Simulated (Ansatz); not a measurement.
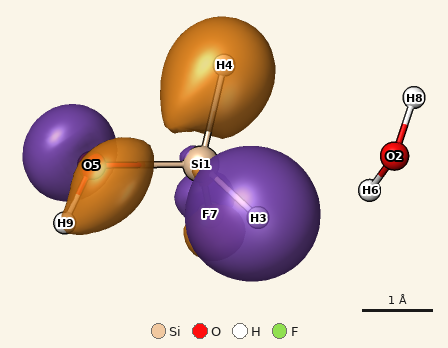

Figure. FH3OSi···H2O. The HOMO at ±0.15 Å⁻³ᐟ² (orange and purple are the two phases), seen at a tilt.

The product side of a reaction path; geometry: PBE0-D4/def2-TZVP.

Method: Ansatz, RKS PBE0-D4/def2-TZVPP.

The calculation's input:

```
crystal:
  periodic: [false, false, false]
  atoms:
    - {symbol: Si, position_ang: [-0.473503, -0.076655, -0.598446]}
    - {symbol: O, position_ang: [1.075031, -0.254879, 1.895583]}
    - {symbol: H, position_ang: [0.141131, -1.418084, -0.546616]}
    - {symbol: H, position_ang: [-1.398915, 0.258247, 0.495694]}
    - {symbol: O, position_ang: [-1.357152, 0.101143, -1.963966]}
    - {symbol: H, position_ang: [1.595401, 0.432944, 1.470563]}
    - {symbol: F, position_ang: [0.726838, 0.992929, -0.620799]}
    - {symbol: H, position_ang: [0.676193, 0.165078, 2.661179]}
    - {symbol: H, position_ang: [-0.985123, -0.200725, -2.793294]}
basis:
  gaussian: {orbitals: def2-TZVPP}
hamiltonian: {xc: pbe0, dispersion: d4}
output: {orbitals: {seedname: orbitals}}
```

Command:

```sh
ansatz run in.yaml --threads 4 --pin off --events-out ev --progress --plain --max-ram 9574MiB
```

> Where does this orbital lie, and at what energy?

It lies mainly on Si1 (about 25 %), H3 (about 25 %), O5 (about 25 %) and H4 (about 15 %). Its energy is −9.07 eV.
